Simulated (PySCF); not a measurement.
```yaml
atoms:
  - { symbol: C, position_ang: [2.0115, -0.7652, 0.3335] }
  - { symbol: S, position_ang: [1.0130, -0.5163, -1.1606] }
  - { symbol: C, position_ang: [-0.2920, 0.6262, -0.3974] }
  - { symbol: C, position_ang: [0.0763, 2.0567, -0.4945] }
  - { symbol: C, position_ang: [-1.3149, 0.0417, 0.0952] }
  - { symbol: C, position_ang: [-1.9482, -1.2596, 0.2823] }
  - { symbol: F, position_ang: [-2.8781, -1.5076, -0.6738] }
  - { symbol: F, position_ang: [-2.6046, -1.3301, 1.4736] }
  - { symbol: H, position_ang: [2.8554, -1.3793, 0.0360] }
  - { symbol: H, position_ang: [1.4222, -1.2827, 1.0850] }
  - { symbol: H, position_ang: [2.3610, 0.1896, 0.7142] }
  - { symbol: H, position_ang: [-0.6568, 2.6728, 0.0189] }
  - { symbol: H, position_ang: [0.1199, 2.3442, -1.5439] }
  - { symbol: H, position_ang: [1.0602, 2.2236, -0.0590] }
  - { symbol: H, position_ang: [-1.2294, -2.1059, 0.2686] }
```

Geometry: GFN2-xTB.

Level of theory: UKS B3LYP, pcH-1 on C F H S, non-relativistic, mean-field spin-orbit, GIAO (PySCF 2.14.0, density-fitted response routines).

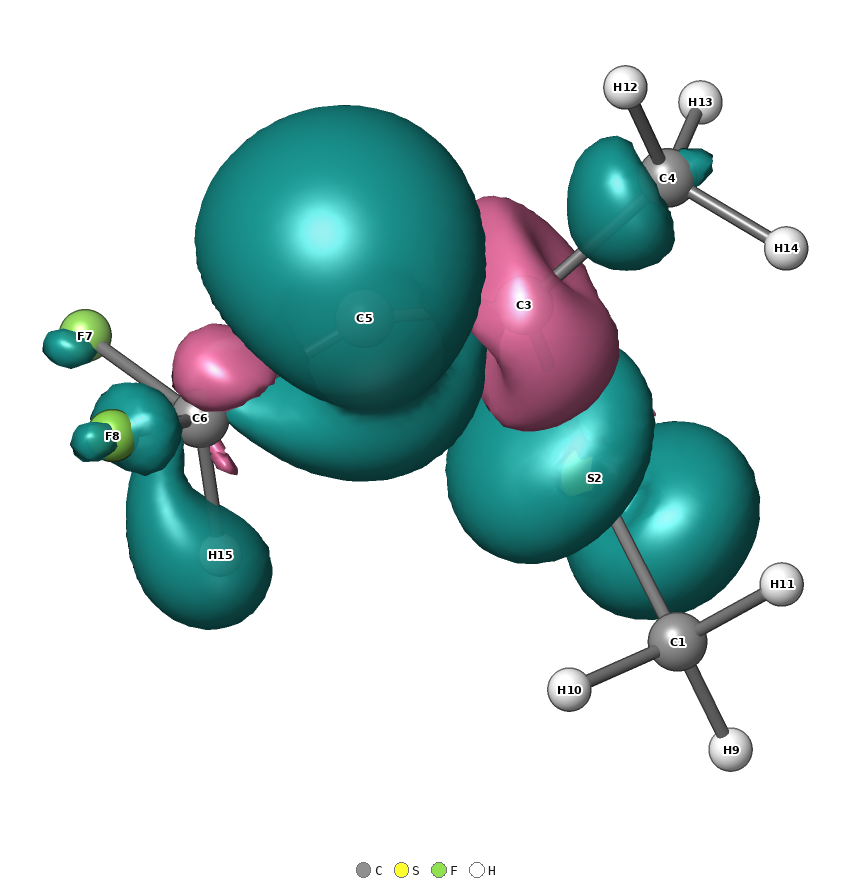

C₅H₇F₂S (SMILES CS/C(C)=[C]\C(F)F) (doublet). Isosurfaces of the spin density at +0.015 (teal) and −0.015 e/Å³ (pink), seen across its widest extent.

### Which atoms carry the spin?

The unpaired spin (1 electron) lies mostly on C5 (about 0.7), S2 (about 0.2) and C6 (about 0.1), in electrons by Hirshfeld's partition.
